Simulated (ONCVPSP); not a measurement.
# Ta, ONCV: a sweep of the scale of all qcut, part 3 of 3

Aim: generate and test one potential in full, then change the scale of all qcut and see what happens to hardness, ghosts and transferability.

ONCVPSP 4.0.1; first potential LDA (Perdew-Zunger), scalar-relativistic. Earlier steps stand in the parts before.

## (7) Now with scale of all qcut = 1.45

File Ta.dat:

```
# ATOM AND REFERENCE CONFIGURATION
# atsym  z   nc   nv     iexc    psfile
  Ta 73.00   10    4        3      upf
#
#   n    l    f
    1    0    2.00
    2    0    2.00
    2    1    6.00
    3    0    2.00
    3    1    6.00
    3    2   10.00
    4    0    2.00
    4    1    6.00
    4    2   10.00
    4    3   14.00
    5    0    2.00
    5    1    6.00
    5    2    3.00
    6    0    1.00
#
# PSEUDOPOTENTIAL AND OPTIMIZATION
# lmax
    2
#
#   l,   rc,      ep,       ncon, nbas, qcut
    0    1.85    0.00    3    6    7.50
    1    1.85    0.00    4    7    8.90
    2    2.15    0.00    3    8   12.20
#
# LOCAL POTENTIAL
# lloc, lpopt,  rc(5),   dvloc0
    4    5    1.50    6.00
#
# VANDERBILT-KLEINMAN-BYLANDER PROJECTORs
# l, nproj, debl
    0    2    2.30
    1    2    2.60
    2    1    2.30
#
# MODEL CORE CHARGE
# icmod, fcfact, rcfact
    3    2.25    1.40
#
# LOG DERIVATIVE ANALYSIS
# epsh1, epsh2, depsh
   -4.00    5.00    0.02
#
# OUTPUT GRID
# rlmax, drl
    6.00    0.01
#
# TEST CONFIGURATIONS
# ncnf
    4
# nvcnf
#   n    l    f
    4
    5    0    2.00
    5    1    6.00
    5    2    3.00
    6    0    2.00
#
    4
    5    0    2.00
    5    1    6.00
    5    2    3.00
    6    0    0.00
#
    4
    5    0    2.00
    5    1    6.00
    5    2    2.00
    6    0    0.00
#
    4
    5    0    2.00
    5    1    6.00
    5    2    1.00
    6    0    0.00
#
```

Command:

```
$ oncvpsp.x < Ta.dat > Ta.out
```

The output, Ta.out (without the consistency checks and plot data):

```text
ONCVPSP  (Optimized Norm-Conservinng Vanderbilt PSeudopotential)
scalar-relativistic version 4.0.1

[... all-electron levels as in step 2 ...]

Begin loop to  construct optimized pseudo wave functions
and semi-local pseudopoentials for all angular momenta

Calculating optimized projector #   1

 for l=   0

    Fraction of norm inside rc  0.964069
    Optimizing pswf for qcut=   7.50 a_B^-1,  ecut=  28.14 Ha
    Residual kinetic energy error=  3.97D-07 Ha

    Energy error per electron        Cutoff
         Ha          eV             Ha
         0.01000     0.27211       13.90
         0.00100     0.02721       18.49
         0.00010     0.00272       21.96
         0.00001     0.00027       24.81

Calculating optimized projector #   2

 for l=   0

    Fraction of norm inside rc  0.089723
    Optimizing pswf for qcut=   7.50 a_B^-1,  ecut=  28.14 Ha
    Residual kinetic energy error=  2.33D-07 Ha

    Energy error per electron        Cutoff
         Ha          eV             Ha
         0.01000     0.27211       10.99
         0.00100     0.02721       16.82
         0.00010     0.00272       20.94
         0.00001     0.00027       24.01

   Wellstate for l =  1  n =  7
     eigenvalue =   0.8780
     asymptotic potential =   1.3780
     half-point radius =  4.1805

Calculating optimized projector #   1

 for l=   1

    Fraction of norm inside rc  0.886870
    Optimizing pswf for qcut=   8.90 a_B^-1,  ecut=  39.64 Ha
    Residual kinetic energy error=  6.41D-08 Ha

    Energy error per electron        Cutoff
         Ha          eV             Ha
         0.01000     0.27211        8.95
         0.00100     0.02721       20.92
         0.00010     0.00272       26.42
         0.00001     0.00027       30.80

Calculating optimized projector #   2

 for l=   1

    Fraction of norm inside rc  0.075292
    Optimizing pswf for qcut=   8.90 a_B^-1,  ecut=  39.64 Ha
    Residual kinetic energy error=  5.76D-08 Ha

    Energy error per electron        Cutoff
         Ha          eV             Ha
         0.01000     0.27211        7.63
         0.00100     0.02721       20.31
         0.00010     0.00272       26.89
         0.00001     0.00027       31.83

Calculating optimized projector #   1

 for l=   2

    Fraction of norm inside rc  0.599602
    Optimizing pswf for qcut=  12.20 a_B^-1,  ecut=  74.43 Ha
    Residual kinetic energy error=  2.58D-11 Ha

    Energy error per electron        Cutoff
         Ha          eV             Ha
         0.01000     0.27211       10.74
         0.00100     0.02721       27.81
         0.00010     0.00272       35.25
         0.00001     0.00027       41.06

Construct Vanderbilt / Kleinmman-Bylander projectors

B matrix Hermiticity error, ll=   0
   1   2    3.4329E-04

  Orthonormal projector coefficients  4.8680E+00 -1.6752E+00

B matrix Hermiticity error, ll=   1
   1   2   -3.0047E-04

  Orthonormal projector coefficients  3.2914E+00 -1.6118E+00

Model core correction analysis
  based on d2Exc/dn_idn_j

d2excae - all-electron derivatives

   -2.516948D-02   -2.234843D-02   -1.039678D-02   -2.304262D-03
   -2.234818D-02   -2.256986D-02   -1.394755D-02   -4.031035D-03
   -1.039662D-02   -1.394752D-02   -1.876001D-02   -1.648463D-02
   -2.304602D-03   -4.031265D-03   -1.647895D-02   -2.917684D-02

d2excps - pseudofunction derivatives with no core correction

   -4.691735D-02   -3.547255D-02   -1.362835D-02   -4.391211D-03
   -3.547367D-02   -3.229084D-02   -1.724943D-02   -5.202858D-03
   -1.362862D-02   -1.724962D-02   -2.073931D-02   -1.696309D-02
   -4.391590D-03   -5.202447D-03   -1.695675D-02   -2.967836D-02

rms 2nd derivative error    7.789278E-03

rmatch, rhocmatch    0.9891    8.5532

Teter function model core charge with specified parameters

d2excps - pseudofunction derivatives with core correction

   -3.335412D-02   -2.757888D-02   -1.181194D-02   -3.167254D-03
   -2.757880D-02   -2.675202D-02   -1.562532D-02   -4.587547D-03
   -1.181186D-02   -1.562530D-02   -2.005075D-02   -1.684957D-02
   -3.167183D-03   -4.587066D-03   -1.684321D-02   -2.954658D-02

rms 2nd derivative error    3.092401E-03

Pseudoatom total energy  -58.356591

Diagnostic tests using Vanderbilt-Kleinman-Bylander pseudopotentials
  1 or more projectors used as specified by nproj input data

   l    rcore       rmatch      e in        delta e   norm test  slope test

   0   1.8536376   1.9099181  -2.9576718   0.0000012   1.0002233   1.0002104
   0   1.8536376   1.9099181  -0.4378264   0.0000052   1.0000410   1.0000217

   1   1.8536376   1.9099181  -1.7219752   0.0000007   1.0001497   1.0001574
   1   1.8536376   1.9099181   0.8780248   0.0000329   1.0002538   1.0002538

   2   2.1526546   2.2180138  -0.3954181  -0.0000008   1.0000003   1.0000024

 Testing for bound ghosts
   n   l    E NL Schr. Eq   E Basis Diag.   E Cutoff

   1   0       -2.957671       -2.957500     37.57
   2   0       -0.437821       -0.414855     37.57

   2   1       -1.721975       -1.721966     65.11

   3   2       -0.395419       -0.394041     55.65

 Testing for highly-localized positive-energy ghosts
       l    <radius>/rc     E Basis Diag.   E Cutoff

Test configuration 0

   n   l     f        eae           eps        diff
   1   0  2.0000-2474.04103475
   2   0  2.0000 -425.33083921
   2   1  6.0000 -372.90149025
   3   0  2.0000  -97.62343597
   3   1  6.0000  -82.03228471
   3   2 10.0000  -63.81037872
   4   0  2.0000  -20.09258315
   4   1  6.0000  -14.97585840
   4   2 10.0000   -8.42674296
   4   3 14.0000   -1.18432656
   5   0  2.0000   -2.95767183   -2.95767064    1.19D-06
   5   1  6.0000   -1.72197522   -1.72197456    6.56D-07
   5   2  3.0000   -0.39541812   -0.39541897   -8.46D-07
   6   0  1.0000   -0.43782644   -0.43782124    5.20D-06

    Total energies and differences
      AE_ref= -1.55950302D+04  AE_tst= -1.55950302D+04  dif=  0.00D+00
      PS_ref= -5.83565915D+01  PS_tst= -5.83565915D+01  dif=  7.11D-15
      PSP excitation error= -7.11D-15

Test configuration 1

   n   l     f        eae           eps        diff
   1   0  2.0000-2473.77105876
   2   0  2.0000 -425.06261396
   2   1  6.0000 -372.63319476
   3   0  2.0000  -97.35512897
   3   1  6.0000  -81.76397586
   3   2 10.0000  -63.54218251
   4   0  2.0000  -19.82421525
   4   1  6.0000  -14.70750872
   4   2 10.0000   -8.15847665
   4   3 14.0000   -0.91616214
   5   0  2.0000   -2.68964754   -2.68836154    1.29D-03
   5   1  6.0000   -1.45372704   -1.45317857    5.48D-04
   5   2  3.0000   -0.13909832   -0.13916183   -6.35D-05
   6   0  2.0000   -0.20654738   -0.20656356   -1.62D-05

    Total energies and differences
      AE_ref= -1.55950302D+04  AE_tst= -1.55953500D+04  dif= -3.20D-01
      PS_ref= -5.83565915D+01  PS_tst= -5.86764914D+01  dif= -3.20D-01
      PSP excitation error=  1.18D-04

Test configuration 2

   n   l     f        eae           eps        diff
   1   0  2.0000-2474.35334337
   2   0  2.0000 -425.64074435
   2   1  6.0000 -373.21150369
   3   0  2.0000  -97.93305658
   3   1  6.0000  -82.34191133
   3   2 10.0000  -64.11990925
   4   0  2.0000  -20.40228241
   4   1  6.0000  -15.28555452
   4   2 10.0000   -8.73634937
   4   3 14.0000   -1.49364825
   5   0  2.0000   -3.26626379   -3.26844520   -2.18D-03
   5   1  6.0000   -2.02968449   -2.03070699   -1.02D-03
   5   2  3.0000   -0.68470858   -0.68462977    7.88D-05

    Total energies and differences
      AE_ref= -1.55950302D+04  AE_tst= -1.55944676D+04  dif=  5.63D-01
      PS_ref= -5.83565915D+01  PS_tst= -5.77938706D+01  dif=  5.63D-01
      PSP excitation error= -1.37D-04

Test configuration 3

   n   l     f        eae           eps        diff
   1   0  2.0000-2474.81859354
   2   0  2.0000 -426.10769828
   2   1  6.0000 -373.67848456
   3   0  2.0000  -98.39668420
   3   1  6.0000  -82.80556553
   3   2 10.0000  -64.58415133
   4   0  2.0000  -20.86591338
   4   1  6.0000  -15.74939426
   4   2 10.0000   -9.20047798
   4   3 14.0000   -1.95664590
   5   0  2.0000   -3.72477711   -3.72996102   -5.18D-03
   5   1  6.0000   -2.47800612   -2.48142024   -3.41D-03
   5   2  2.0000   -1.08240242   -1.08302451   -6.22D-04

    Total energies and differences
      AE_ref= -1.55950302D+04  AE_tst= -1.55935883D+04  dif=  1.44D+00
      PS_ref= -5.83565915D+01  PS_tst= -5.69142016D+01  dif=  1.44D+00
      PSP excitation error= -4.96D-04

Test configuration 4

   n   l     f        eae           eps        diff
   1   0  2.0000-2475.34285360
   2   0  2.0000 -426.63403203
   2   1  6.0000 -374.20491666
   3   0  2.0000  -98.91749694
   3   1  6.0000  -83.32642379
   3   2 10.0000  -65.10594161
   4   0  2.0000  -21.38613655
   4   1  6.0000  -16.26984282
   4   2 10.0000   -9.72121558
   4   3 14.0000   -2.47531372
   5   0  2.0000   -4.23481964   -4.24460459   -9.78D-03
   5   1  6.0000   -2.97410357   -2.98115610   -7.05D-03
   5   2  1.0000   -1.52385216   -1.52569286   -1.84D-03

    Total energies and differences
      AE_ref= -1.55950302D+04  AE_tst= -1.55922887D+04  dif=  2.74D+00
      PS_ref= -5.83565915D+01  PS_tst= -5.56131145D+01  dif=  2.74D+00
      PSP excitation error= -1.98D-03
```

Run time: 5.8 s. Hardware: 1 thread, shared host.

Excitation and ionisation energies from 5s2 5p6 5d3 6s1, with the error of the potential.

| valence configuration | charge | ΔE all-electron (eV) | error AE − PS (meV) |
| --- | --- | --- | --- |
| 5s2 5p6 5d3 6s2 | 0 | -8.702 | +3.2 |
| 5s2 5p6 5d3 6s0 | +2 | 15.309 | -3.7 |
| 5s2 5p6 5d2 6s0 | +3 | 39.236 | -13 |
| 5s2 5p6 5d1 6s0 | +4 | 74.600 | -54 |

Compared with the first run, the loose cutoff goes from 14 Ha to 28 Ha, the largest test error goes from -64 to -54 meV and there is no bound ghost.

## (8) Results

This closing draws on all 3 parts.

Cutoffs, loose and tight: the cutoffs (Ha) at which the residual kinetic energy of the hardest occupied pseudo-wave falls to 1 and 0.1 mHa per electron; empty and scattering waves don't count. The number of plane waves in a given cell goes as the cutoff to the power 3/2; it is given for the loose cutoff, relative to the first potential. Test errors are all-electron less pseudo. The phase difference is the largest within 0.5 Ha of zero, over the channels with partial waves. The table holds 4 more runs of the series, not printed above.

| scale of all qcut | outcome | cutoff, loose | cutoff, tight | plane waves, relative | bound ghosts | largest test error (meV) | phase difference near zero (rad) |
| --- | --- | --- | --- | --- | --- | --- | --- |
| 0.63 | generated | 18 Ha | 37 Ha | 1.43 | none | -39 | 0.007 |
| 0.8 | generated | 13 Ha | 33 Ha | 0.94 | none | -61 | 0.006 |
| 0.94 | generated | 14 Ha | 20 Ha | 1.01 | none | -65 | 0.005 |
| 1 (first) | generated | 14 Ha | 17 Ha | 1.00 | none | -64 | 0.004 |
| 1.16 | generated | 13 Ha | 24 Ha | 0.89 | none | -60 | 0.002 |
| 1.28 | generated | 25 Ha | 33 Ha | 2.48 | none | -54 | 0.002 |
| 1.45 | generated | 28 Ha | 35 Ha | 2.83 | none | -54 | 0.001 |

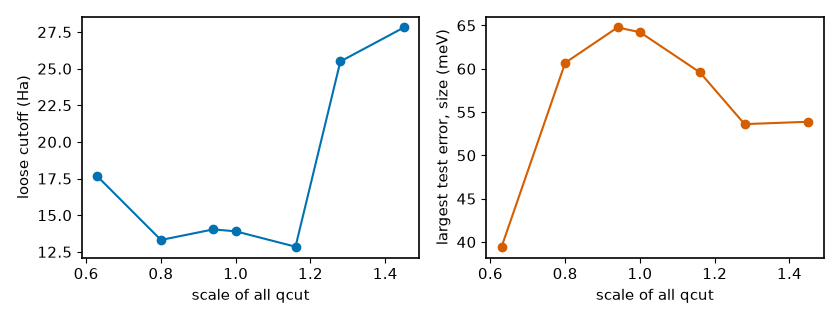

The series at a glance.

**Reading.** The loose cutoff shows no steady trend; it lies between 13 Ha and 28 Ha. The largest test error shows no steady trend; it lies between 39 meV and 65 meV.

The first potential by itself. By total energies transferability is fair: the largest error is 64 meV on 74.6 eV, for 5s2 5p6 5d1 6s0. That test lies far up in energy; among those under 40 eV, nearer to bonding, the largest error is 14 meV. It counts as soft on the atom at that tolerance, with 14 Ha needed at the looser tolerance. At the looser tolerance the 5d wave is the slowest; 6s needs 10 Ha. The program's ghost test flags no bound state.
